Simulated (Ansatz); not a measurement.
The reference is La2O3 (space group P-3m1, No. 164; a = 3.940 Å, c = 6.188 Å).

One thing is altered: 0.250 electrons added to each cell, a density of 3.0×10^21 cm⁻³, with a uniform compensating background at fixed cell and a 300 K Fermi–Dirac width.

Calculations: Kohn–Sham DFT with the PBE functional, run in Ansatz (a first-principles code) with PAW and 420 eV plane waves, no SOC.

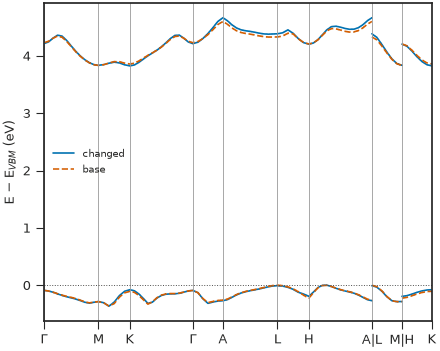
Highest valence and lowest conduction band along the path, each from its own valence-band maximum

Problem. From the figure, how large is the changed gap, and is it direct?

Solution. About 3.8 eV, indirect, H–A (29 % along) → K.

Carriers are added with a uniform compensating background; total energy and stress of such cells depend on the potential's zero and are not compared; many-body gap narrowing is missing at this level. No phonon test of stability was made.
